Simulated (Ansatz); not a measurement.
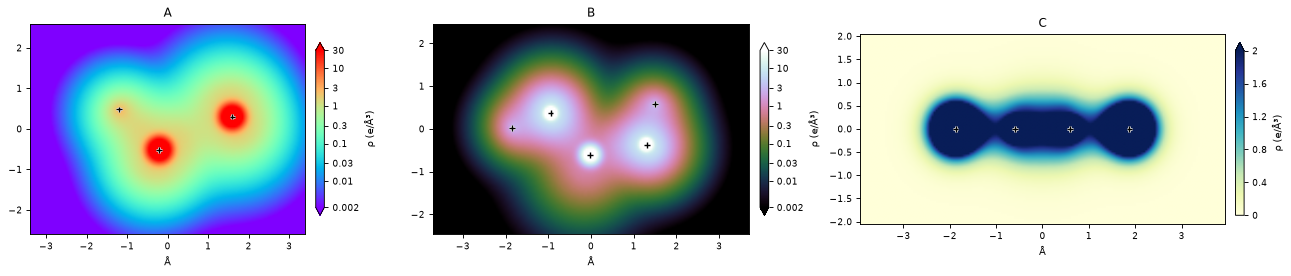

The total electron density of 3 systems, each on a plane through atoms (crosses mark nuclei in the plane).

Theory: isolated molecule in a Gaussian basis; Kohn-Sham density functional theory, functional PBE0 (Ansatz).

System 1: H$_{2}$S$_{2}$ (SMILES [S-][SH2+]), the plane of atoms S2, S1 and H4. Geometry: PBE-D3(BJ)/def2-SVP.

```xyz
4

S     0.2673    0.3770    0.0159
S    -1.6485    0.8408    0.2327
H     0.4731   -0.3087   -1.1963
H     0.5562   -0.8367    0.6680
```

System 2: C$_{2}$F$_{2}$ (SMILES FC#CF), a plane that holds the molecular axis. Geometry: PBE0-D3(BJ)/def2-SVP.

```yaml
atoms:
  - { symbol: C, position_ang: [0.0000, 0.0000, -0.5977] }
  - { symbol: C, position_ang: [0.0000, 0.0000, 0.5977] }
  - { symbol: F, position_ang: [0.0000, 0.0000, -1.8760] }
  - { symbol: F, position_ang: [0.0000, 0.0000, 1.8760] }
```

System 3: BH$_{2}$O$_{2}$ (doublet), the molecular plane. Geometry: PBE0-D3(BJ)/def2-SVP.

```yaml
atoms:
  - { symbol: B, position_ang: [0.2731, 1.1915, 2.4781] }
  - { symbol: O, position_ang: [-0.2850, 1.5181, 1.3037] }
  - { symbol: O, position_ang: [1.4560, 0.5421, 2.5786] }
  - { symbol: H, position_ang: [0.2527, 1.2372, 0.5473] }
  - { symbol: H, position_ang: [1.7146, 0.3842, 3.4914] }
```

Question: Match each panel to its system.

Answer: Panel A is system 1, H$_{2}$S$_{2}$: the plane holds S and H. S–S (1.98 Å): ρ at the midpoint is about 1.1 e/Å³. Panel B is system 3, BH$_{2}$O$_{2}$: the plane holds B, O and H. B–O (1.34 Å): ρ at the midpoint is about 2.2 e/Å³. Panel C is system 2, C$_{2}$F$_{2}$: the plane holds C and F. C–C (1.20 Å): ρ is about 2.6 e/Å³ halfway.
